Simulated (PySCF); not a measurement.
Sn(H)(F)2(Cl), SMILES [F][SnH]([F])[Cl], singlet at its PBE0/def2-SVP optimised geometry (Å):

```
5

Sn    -0.3453    -1.0430     0.0000
F     -1.0383    -1.9993     1.5134
F     -1.0383    -2.0035    -1.5111
Cl    -1.3489     1.0430     0.0000
H      1.3489    -1.0430     0.0000
```

Computed with PBE0/def2-TZVP, def2 effective core potentials past Kr (PySCF). The core electrons that the potentials of Sn replace are not part of the density. Cells within 0.4 Å of a nucleus heavier than hydrogen are left out (blank, or x).

Map of the electron localisation function on the plane z = 0.0 Å:

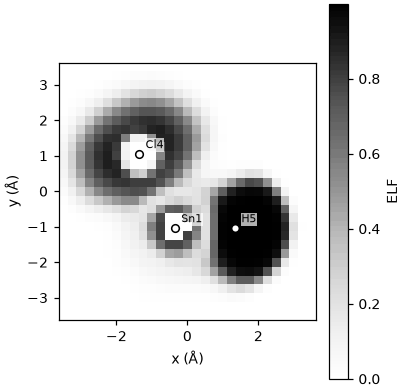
Figure: Electron localisation function on the plane z = 0.0 Å.
